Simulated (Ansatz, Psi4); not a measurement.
# Predicting a hybrid from its neighbours: AlClF2

AlClF2: 4 atoms, total charge 0, spin state singlet. As SMILES, `[F][Al]([F])[Cl]`. Geometry: relaxed at PBE0-D4/def2-TZVP.

The vertical energy of the triplet above the singlet y, in eV, basis def2-SVPD; a is the functional's share of exact exchange. Programs: Ansatz 0.2.0, Psi4 1.11.

```
functional  program     a  y (eV)
      TPSS     Psi4     0    6.71
       PBE     Psi4     0    6.52
     TPSSh     Psi4   0.1    6.97
     B3LYP     Psi4   0.2       ?
   r2SCAN0   Ansatz  0.25    7.34
      PBE0     Psi4  0.25    7.13
     BHLYP     Psi4   0.5    7.34
```

Q: Fit y = c + s·a to the known rows and predict B3LYP.

A: 
1. Means of the 6 rows: a = 0.1833, y = 7.002.
2. Σ(Δa)² = 0.18333, Σ(Δa·Δy) = 0.28267, so the slope is 0.28267/0.18333 = 1.5419.
3. Intercept: 7.002 − (1.5419) × 0.1833 = 6.719. The largest residual of the fit is 0.24.
4. B3LYP: 6.719 + (1.5419) × 0.2 = 7.03 eV.

The run gave 7.02 eV, so the prediction is off by +0.01 eV, within the largest residual.

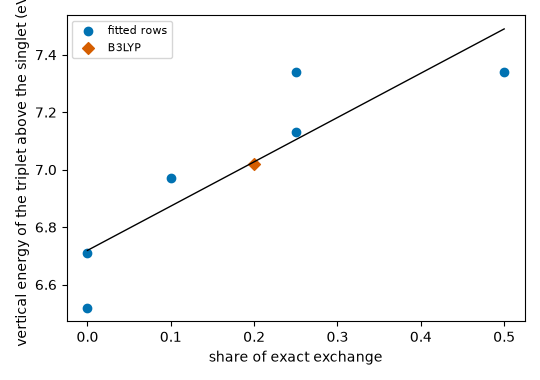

The fitted line, with the withheld row.
